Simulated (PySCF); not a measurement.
```yaml
atoms:
  - { symbol: B, position_ang: [0.0000, 0.0000, -0.1048] }
  - { symbol: H, position_ang: [0.0000, 0.0000, 1.1452] }
```

Theory: PBE0/def2-SVPD, non-relativistic Hamiltonian with scalar-relativistic core potentials where named, at a bond length of 1.250 Å in PySCF.

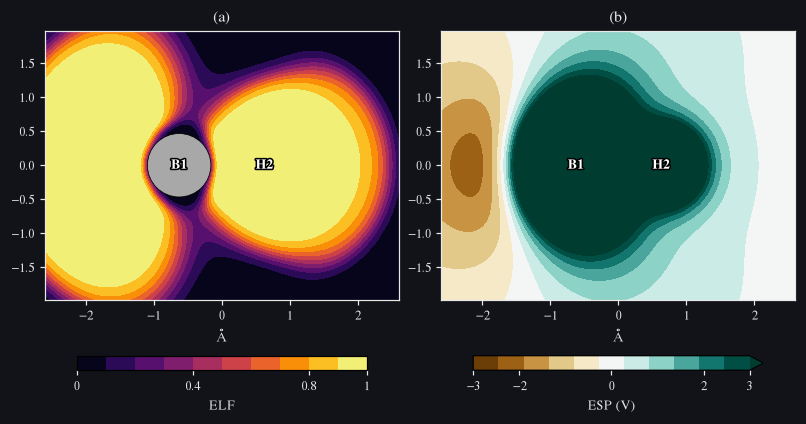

BH. (a) electron localisation function; (b) electrostatic potential on a plane that holds the molecular axis. Grey discs cover the atomic cores in the ELF map.

Q: Interpret the plot.

A: The section cuts through B and H sites. B–H (1.25 Å): the ELF peaks at about 1 between the atoms: a covalent bond by its length. The ELF also peaks beside B1, away from the bonds: lone-pair regions. Outside the dense part of the molecule the potential is most negative (−2.1 V) near H2.
